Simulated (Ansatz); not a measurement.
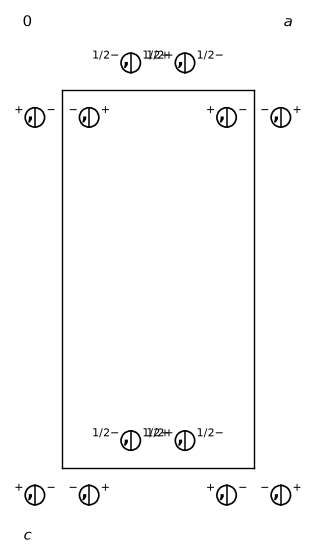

General positions of a space group, projected down b, computed from the operations of a computed or model structure of composition AlBrN, which need not be its known form.

A circle is a general position, a comma marks the mirror image, + and − with a fraction give the height (along the projection axis: ½+ is ½ plus the coordinate, − is its negative), and a split circle stands for two positions above each other.

Give the Hermann–Mauguin symbol and number.

Pmmn, No. 59, origin choice 1; primitive orthorhombic, point group mmm, 8 general positions a cell.

Write the general positions (in any order).

x, y, z
−x, −y, z
x+1/2, −y+1/2, −z
−x+1/2, y+1/2, −z
−x+1/2, −y+1/2, −z
x+1/2, y+1/2, −z
−x, y, z
x, −y, z
